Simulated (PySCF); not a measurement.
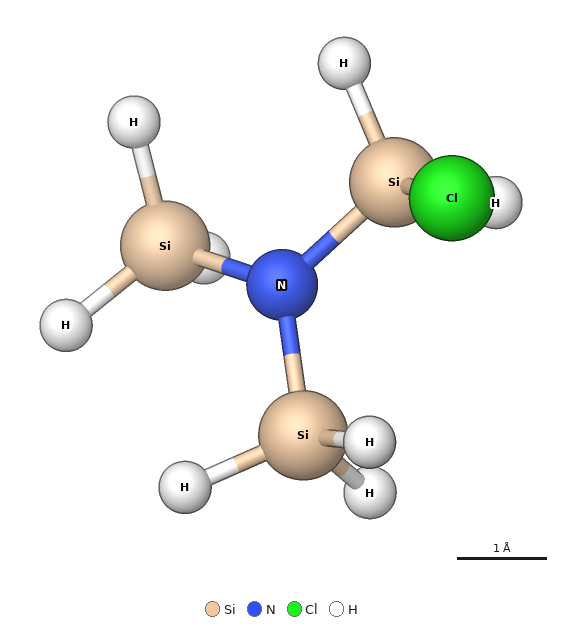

Fig. 1: The structure as given in the input (ball-and-stick view, seen at a tilt). Bond lengths as drawn: Cl–Si 2.00 Å, H–Si 1.46 to 1.47 Å and N–Si 1.73 to 1.75 Å.

**NMR shielding calculation, with input and output: Si₃NH₈Cl**

Si₃NH₈Cl, SMILES [SiH3]N([SiH3])[SiH2]Cl, computed with GIAO PBE0/pcSseg-1 NMR shielding, non-relativistic, gas phase (PySCF 2.14.0).

The geometry comes from this level: GFN2-xTB, NEB image 0 of 0 to 8. It belongs to a series of runs on one base structure; here: NEB image 0 of 0 to 8. Figures and captions count atoms from 1; the log counts them from 0 in places.

## Input file
```
{"job": {"kind": "nmr", "xc": "PBE0", "basis": "pcSseg-1", "pop": false}, "charge": 0, "multiplicity": 1}
Si     1.582300    -0.793600    -0.104000
N      0.008900    -0.029100    -0.120100
Si    -1.399400    -0.972300     0.327900
Si    -0.084600     1.701700    -0.177700
Cl    -1.668900     2.263300    -1.263000
H      1.398700    -2.174700    -0.537000
H      2.136300    -0.738000     1.252600
H      2.438600    -0.057400    -1.031000
H     -1.193400    -2.311800    -0.214200
H     -2.580600    -0.346200    -0.253900
H     -1.502000    -1.003800     1.791000
H      1.106000     2.200900    -0.851600
H     -0.246300     2.261600     1.163200
```

The first line tells a small driver script what to run in PySCF; the rest is the geometry in Å.

Run as:
```bash
OMP_NUM_THREADS=1 python <driver script> task.json out
```

## What the program printed
```
coarse grid: 12520 points
cycle   1  E = -1387.6171663044  dE =  2.487e-01  |g| = 4.760e-01  |ddm| = 3.278e+00
cycle   2  E = -1387.5623274462  dE =  5.484e-02  |g| = 6.856e-01  |ddm| = 9.699e-01
cycle   3  E = -1387.6635838544  dE = -1.013e-01  |g| = 8.601e-02  |ddm| = 6.347e-01
cycle   4  E = -1387.6652535214  dE = -1.670e-03  |g| = 2.443e-02  |ddm| = 1.179e-01
cycle   5  E = -1387.6653907716  dE = -1.373e-04  |g| = 4.280e-03  |ddm| = 3.100e-02
cycle   6  E = -1387.6653944920  dE = -3.720e-06  |g| = 9.498e-04  |ddm| = 5.913e-03
final grid: 101496 points
cycle   7  E = -1387.6888084062  dE = -1.433e-05  |g| = 4.868e-03  |ddm| = 1.282e-02
cycle   8  E = -1387.6888027315  dE =  5.675e-06  |g| = 6.818e-03  |ddm| = 9.303e-03
cycle   9  E = -1387.6888123578  dE = -9.626e-06  |g| = 8.910e-04  |ddm| = 5.899e-03
cycle  10  E = -1387.6888124995  dE = -1.417e-07  |g| = 1.757e-04  |ddm| = 9.067e-04
cycle  11  E = -1387.6888125075  dE = -7.926e-09  |g| = 2.253e-05  |ddm| = 2.258e-04
cycle  12  E = -1387.6888125076  dE = -1.010e-10  |g| = 6.171e-06  |ddm| = 3.004e-05
```

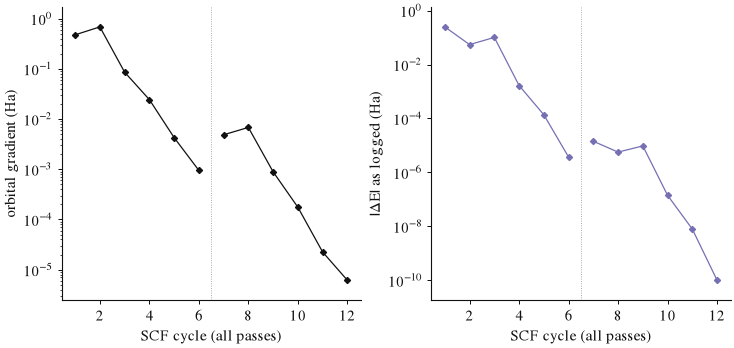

Fig. 2: Convergence of the self-consistent field: orbital gradient and size of the energy change against the SCF cycle. The dotted line marks the change from a coarse to the final integration grid. The first 6 cycles use a coarse grid, the final grid takes over at cycle 7, and the field converges after 12 cycles in all.

```
converged SCF energy = -1387.6888125076

GIAO shielding tensors (ppm)
atom      isotropic    diamagn.    paramagn.     s11        s22        s33       span
  0 Si     395.764     880.138    -484.374    347.269    369.187    470.838    123.569
  1 N      253.204     332.541     -79.336    218.061    263.830    277.722     59.661
  2 Si     402.547     880.322    -477.775    357.516    382.337    467.788    110.272
  3 Si     367.284     878.933    -511.649    326.696    370.253    404.903     78.207
  4 Cl     939.370    1148.920    -209.550    819.716    965.016   1033.376    213.660
  5 H       26.884      29.762      -2.878     23.293     25.528     31.831      8.538
  6 H       26.953      29.311      -2.358     23.110     24.665     33.085      9.976
  7 H       26.843      29.710      -2.867     23.141     25.597     31.791      8.651
  8 H       27.093      29.948      -2.855     23.499     25.615     32.165      8.666
  9 H       26.606      29.813      -3.207     21.651     27.815     30.351      8.701
 10 H       26.998      29.443      -2.445     23.391     24.554     33.051      9.660
 11 H       26.338      29.241      -2.903     21.761     25.781     31.473      9.712
 12 H       26.280      28.804      -2.524     21.908     24.866     32.065     10.158
```

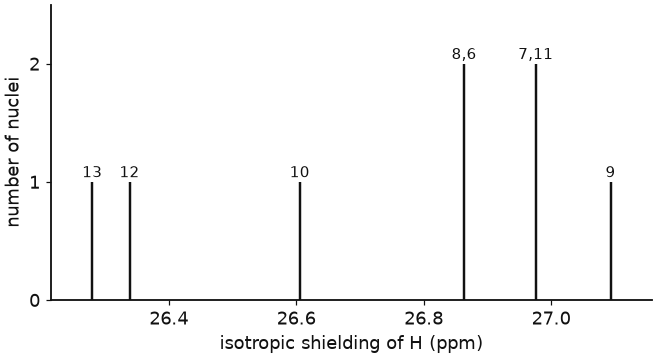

Fig. 3: Isotropic shieldings of the hydrogen nuclei in this fixed geometry, labelled by atom number; shielding grows to the right, so chemical shift grows to the left. The least shielded is H13 (26.3 ppm), the most shielded H9 (27.1 ppm).

## Summary

```csv
quantity,value
outcome,converged
total energy,−1387.688813 hartree
HOMO,−7.83 eV
LUMO,−0.17 eV
dipole moment,1.45 D
"isotropic shielding, Si",367.3 to 402.5 ppm
"isotropic shielding, N",253.2 ppm
"isotropic shielding, Cl",939.4 ppm
"isotropic shielding, H",26.3 to 27.1 ppm
hardware,"1 CPU thread, shared host"
wall time,43 s
peak memory,0.73 GiB
```
